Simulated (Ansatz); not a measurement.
# C$_{2}$H$_{6}$FNSi: what the fields show

Input

```
crystal:
  periodic: [false, false, false]
  atoms:
    - { symbol: C, position_ang: [-0.4764, 1.0196, -0.9024] }
    - { symbol: C, position_ang: [-0.0385, -0.345, -1.1251] }
    - { symbol: "N", position_ang: [0.3525, -1.2138, -0.279] }
    - { symbol: Si, position_ang: [0.5521, -0.8906, 1.4266] }
    - { symbol: F, position_ang: [1.1976, 0.5105, 1.6064] }
    - { symbol: H, position_ang: [-1.4218, 1.2234, -1.5259] }
    - { symbol: H, position_ang: [0.2694, 1.759, -1.2675] }
    - { symbol: H, position_ang: [-0.7341, 1.3136, 0.1141] }
    - { symbol: H, position_ang: [0.46002, -1.93341, -1.0221] }
    - { symbol: H, position_ang: [1.2713, -1.9613, 2.1181] }
    - { symbol: H, position_ang: [-0.9085, -0.8297, 1.9957] }
basis:
  gaussian: { orbitals: "6-31G" }
hamiltonian:
  xc: pbe
relax:
  f_tol: 0.02
  max_steps: 50
output:
  orbitals: {}
```

Command:

```sh
ansatz run input.yaml --threads 1 --pin off --max-ram 2048MiB --backend cpu --events-out ev --progress --plain --runs-dir out
```

The fields are those of the relaxed geometry.

All numbers below come from RKS PBE/6-31G in Ansatz.

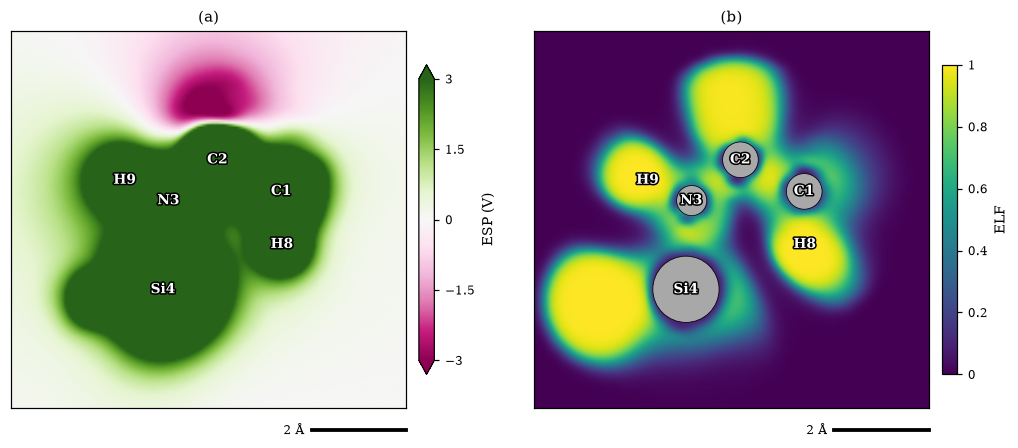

Figure 1. (a) molecular electrostatic potential; (b) electron localisation function on the plane of atoms C2, C1 and H8. Grey discs cover the atomic cores in the ELF map.

Q: What do the fields say about this system?

A: Atoms in the plane: C, N, Si and H.
C–N (1.34 Å): the ELF peaks at about 0.90 between the atoms, as expected for a covalent bond.
C–C (1.50 Å): the ELF peaks at about 0.95 between the atoms; a shared electron pair.
Si–N (1.88 Å): the ELF peaks at about 0.90 between the atoms: a shared but strongly polarised pair.
N–H (1.03 Å): the ELF climbs to about 1 towards the hydrogen, as it does in any bond to H; an ordinary covalent bond to hydrogen.
C–H (1.12 Å): the ELF climbs to about 1 towards the hydrogen (a covalent bond by its length).
Outside the dense part of the molecule the potential is most negative (−3.5 V) near C2.

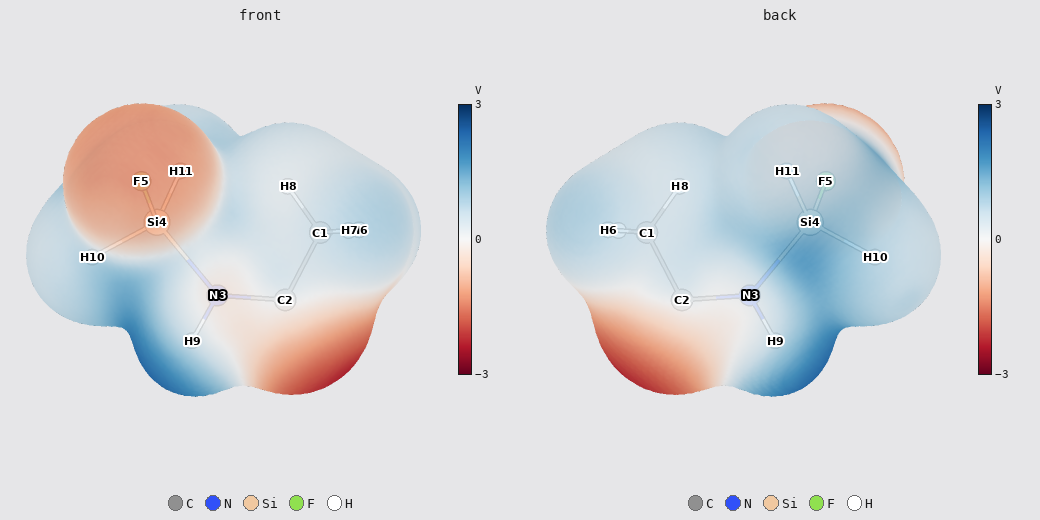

Figure 2. The molecular electrostatic potential painted on the density surface at 0.002 e/bohr³, seen from the front and from behind; the colour scale runs from red (negative) to blue (positive).

Q: Where is the surface potential most negative and most positive?

A: The most negative region (about −2.2 V) lies over C2, the most positive (about +2.2 V) over H9.

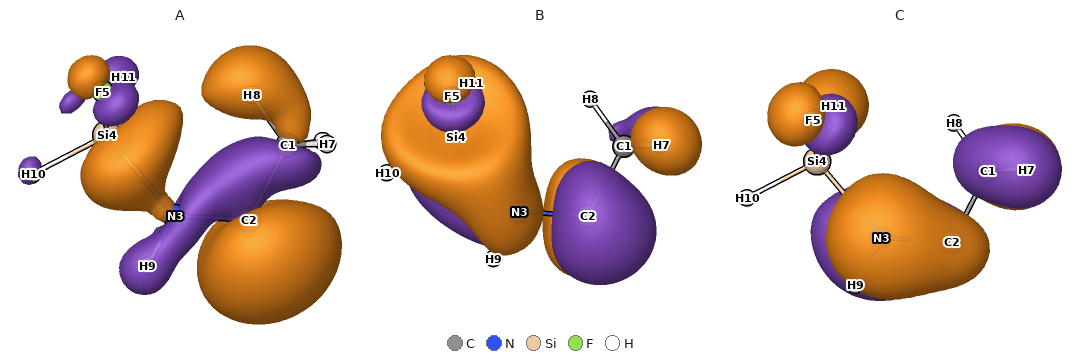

Figure 3. Three frontier orbitals at ±0.08 Å⁻³ᐟ² (orange and purple are the two phases), in no order.

Q: Which picture is the HOMO−1, the HOMO and the LUMO?

A: C is the HOMO−1 (−8.11 eV). It lies mainly on N3 (about 50 %), C2 (about 15 %) and C1 (about 10 %). A is the HOMO (−4.03 eV). By Hirshfeld shares it lies mainly on C2 (about 70 %), C1 (about 10 %), N3 (about 5 %) and Si4 (about 5 %). B is the LUMO (−1.79 eV). By Hirshfeld shares it lies mainly on C2 (about 45 %), Si4 (about 20 %), N3 (about 15 %) and F5 (about 5 %).

Q: What is the HOMO–LUMO gap?

A: 2.24 eV between the orbital energies.
